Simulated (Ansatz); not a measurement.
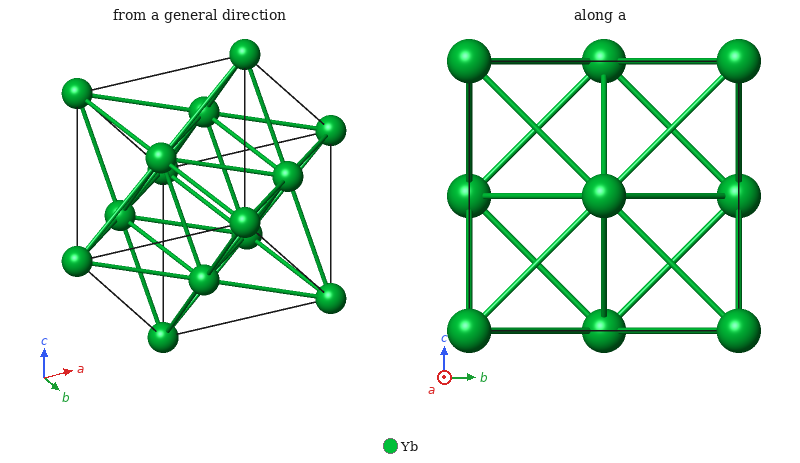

The crystal in a ball-and-stick representation, seen from a general direction and along the a axis. The edges of the conventional unit cell are marked.

The cell is given by a = 5.580 Å, b = 5.580 Å, c = 5.580 Å, α = 90.00°, β = 90.00°, γ = 90.00°.

Bond cut-offs: Yb–Yb up to 4.42 Å (cut-off distances).

The composition is Yb.

Which Bravais lattice does it have?

Answer. Face-centred cubic.

What is the Hermann-Mauguin symbol of the space group?

Answer. Fm-3m (No. 225), with Yb on 4a.

What structure family is shown?

Answer. Face-centred cubic (Cu type).

The structure was taken from the standard structure of this element. Earlier steps of the study may have refined or changed the cell and positions. It was run through Ansatz as a DFT input.
